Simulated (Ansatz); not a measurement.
The starting structures come from a database of crystals and need not be the phases stable at ambient conditions.

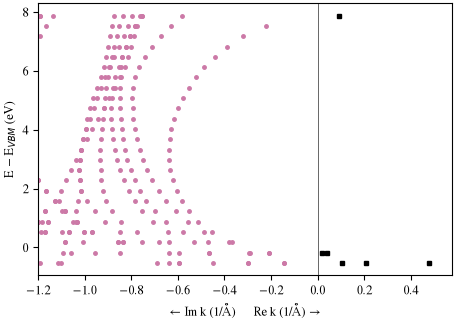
*Complex bands at the centre of the two-dimensional zone; Ansatz (a program for electronic structure) with r2SCAN*

No gap correction and no spin-orbit coupling; mid-gap values are interpolated between computed energies.

### Question
This is KLiBeF4 (P6_3, not sure to be the ambient phase, 14 atoms a cell, 13.3 Å³ an atom) along the normal of (100). Read off the slowest decay at the centre of the two-dimensional zone at 4.03 eV, the computed energy nearest the middle of the gap.

### Answer
κ ≈ 0.63 1/Å, a decay length 1/(2κ) of the density of 0.80 Å.
